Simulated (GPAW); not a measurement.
# Energy mapping worked by hand: EuI

Aim: get Heisenberg couplings of EuI from the energies of collinear orders, with pencil and paper, and test them on an order left out of the fit.

Program: GPAW 26.7.0. Level of theory: PBE; plane waves with GPAW's PAW setups, scalar-relativistic. Results are calculated unless marked as measured.

## Step 1: Starting point

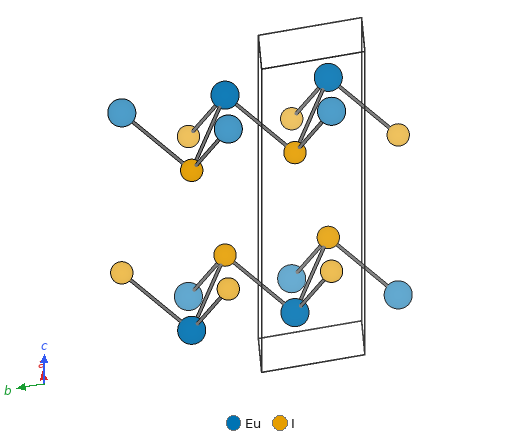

The starting structure, seen from a free direction (europium blue, iodine orange). 1×2×1 cells are drawn. Some periodic images of atoms are drawn too.

The cell is a made-up one and need not be a known phase.

## Step 2: The parallel order

All energies count from this run.

order1.py

```python
import json
import numpy as np
from ase import Atoms
from ase.parallel import paropen, parprint
from gpaw import GPAW

atoms = Atoms(['Eu', 'Eu', 'I', 'I'],
    cell=[[3.974835, 0.0, 0.0],
         [-1.987418, 3.442308, 0.0],
         [0.0, 0.0, 10.361731]],
    scaled_positions=[[0.66666667, 0.33333333, 0.85941043],
         [0.33333333, 0.66666667, 0.14058957],
         [0.66666667, 0.33333333, 0.33186512],
         [0.33333333, 0.66666667, 0.66813488]],
    pbc=True,
    magmoms=[7.0, 7.0, 0.0, 0.0])
atoms.calc = GPAW(mode={'name': 'pw', 'ecut': 700},
    xc='PBE',
    kpts={'size': (6, 6, 2), 'gamma': True},
    occupations={'name': 'fermi-dirac', 'width': 0.02},
    convergence={'density': 1e-05, 'energy': 1e-05},
    maxiter=200,
    symmetry={'tolerance': 1e-4},
    txt='order1.txt')
e = atoms.get_potential_energy(force_consistent=True)
res = {'free_energy': e, 'energy_sigma0': atoms.get_potential_energy(), 'fermi_energy': atoms.calc.get_fermi_level()}
res['moments'] = atoms.get_magnetic_moments().tolist()
res['total'] = atoms.get_magnetic_moment()
parprint('site moments (muB):', np.round(res['moments'], 3))
parprint(f"total moment: {res['total']:.3f} muB")
parprint(f'free energy: {e:.6f} eV')
atoms.calc.write('order1.gpw')
with paropen('results.json', 'w') as f:
    json.dump(res, f)
```

Command:

```console
$ OMP_NUM_THREADS=1 mpirun -n 4 gpaw python order1.py > order1.log
```

Numbers of over 12 decimals in the logs are rounded to 6 here.

What it wrote:

```text
site moments (muB): [ 6.678  6.678 -0.026 -0.026]
total moment: 14.972 muB
free energy: -26.258966 eV

--- order1.txt ---
Input parameters:
  mode=PW(ecut=700),
  convergence={'density': 1e-05, 'energy': 1e-05},
  kpts=MonkhorstPack(size=(6, 6, 2), gamma=True),
  maxiter=200,
  occupations=Occupations(name='fermi-dirac', width=0.02),
  symmetry=Symmetry(tolerance=0.0001),
  xc=XC(name='PBE')

[...]
|         19 |         6.353 |     1.000 |         9.660 |     0.000 |
[...]
|         29 |         6.641 |     1.000 |        11.001 |     0.000 |
|         30 |         6.641 |     1.000 |        11.264 |     0.000 |
|         31 |         7.301 |     0.000 |        11.264 |     0.000 |
|        ... |               |           |               |           |
|         41 |        10.639 |     0.000 |        11.933 |     0.000 |

No gap
No difference between direct/indirect transitions

[key lines of the parts left out:]
Free energy:     -26.258966
Converged in 19 steps
dipole moment: (0.000017, 0.000030, 0.000089)  # |e|*Ang
Fermi level: 6.921
```

Run time: 58 s. Hardware: 4 MPI ranks of Arm Neoverse V1, shared host; peak memory 1.2 GiB.

Spin moment in the augmentation sphere by atom:

```csv
atom,spin moment in the augmentation sphere (μB)
Eu1,6.68
Eu2,6.68
I3,-0.03
I4,-0.03
```

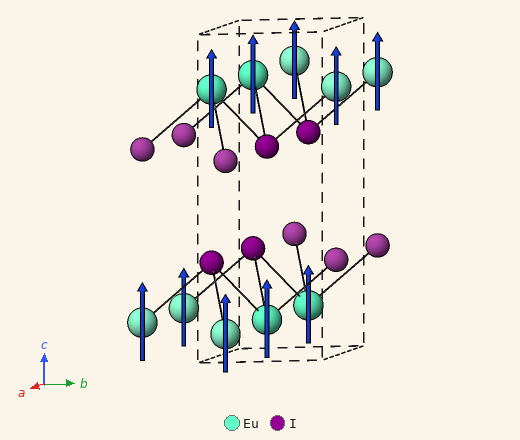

Spin moment in the augmentation sphere as arrows, the longest 6.68 μB. Up and down stand for the sign. Arrows give size and sign along the axis of quantisation, drawn up and down the page. 2×1×1 cells are drawn. Some periodic images of atoms are drawn too.

Read from the output:

```
magnetization : 14.97 μB
final state   : ferromagnetic
```

After 19 cycles the largest moment stands at 6.68 μB.

## Step 3: The orders used for the fit

The other orders were run with the same settings, on meshes that hold the same points. Free energies (smearing 0.02 eV, its entropy term included) are divided by the number of Eu atoms; q is in fractions of the reciprocal vectors of the first run's cell.

```csv
order,atoms,mesh,free energy (eV),eV per Eu,largest moment (μB)
F ++,4,6×6×2,-26.2590,-13.1295,6.68
AF +-,4,6×6×2,-26.1656,-13.0828,6.63
"AF q=(0,1/2,0) +--+",8,6×3×2,-52.1102,-13.0275,6.60
```

## Step 4: Counting neighbours

With E = −Σ J e_i·e_j over ordered pairs of unit vectors, turning a neighbour from parallel to opposed costs 2J a Eu atom. So an order lies 2 Σ n J over the parallel one, n being the opposed neighbours in each shell.

```csv
shell,distance (Å),neighbours,opposed in AF +-,"opposed in AF q=(0,1/2,0) +--+","opposed in AF q=(0,1/2,0) +-+-"
J1,3.71,3,3,2,1
J2,3.97,6,0,4,4
J3,5.44,3,3,0,3
```

Only J1 and J2 are kept.

## Step 5: Solving

```
2 × 3 × J1 = +46.66 meV    (AF +-)
2 × 2 × J1 + 2 × 4 × J2 = +101.94 meV    (AF q=(0,1/2,0) +--+)
J1 = +7.78 meV
J2 = +8.85 meV
```

## Step 6: The test

The couplings now give the orders that were left out:

```
2 × 1 × (+7.78) + 2 × 4 × (+8.85) = +86.36 meV    (AF q=(0,1/2,0) +-+-)
```

The runs themselves:

```csv
order,atoms,mesh,free energy (eV),eV per Eu,largest moment (μB),over the parallel order (meV),foretold (meV)
"AF q=(0,1/2,0) +-+-",8,6×3×2,-52.3651,-13.0913,6.64,+38.20,+86.36
```

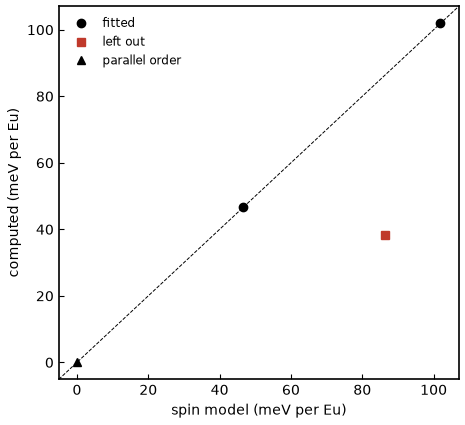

Computed energies of the orders against the model; the dashed line marks agreement.

## Step 7: Summary of results

| Property | Result |
| --- | --- |
| J1 (Eu–Eu at 3.71 Å) | 7.78 meV |
| J2 (Eu–Eu at 3.97 Å) | 8.85 meV |
| largest miss on the orders left out | 48 meV |

The model misses the order left out by 48 meV, 47 % of the span of the orders, so it fails: these couplings alone don't describe the crystal. The first dropped shell that the test feels is J3 at 5.44 Å. The site moments spread by 1.2 % over the orders. In a metal couplings reach far, and the mesh was not tested. The couplings are effective ones: further shells with opposed neighbours are folded into them or show in the miss. No mean-field temperature is given: it needs a model that holds, an unfrustrated order and couplings in all three dimensions. The f shell is half filled, so the spin-only picture is fair. Without a U the functional spreads the 4f electrons too much, so the state and its energies are unreliable.

[Logs and program files are shortened in this print: banners, set-up blocks, solver, clock and traceback lines can be left out without a mark of their own.]

[Logs are printed without paths, hosts, clocks, repeated set-up lines and the standing remarks that a program may print on its own settings, such as how far it seeks lower states.]

[Hosts, paths, dates, database ids (printed as entryN), source tags and the programs' standing remarks are cut or masked in the printed files.]

[Where a cell is said to come from a database of computed structures, the database is the Materials Project.]
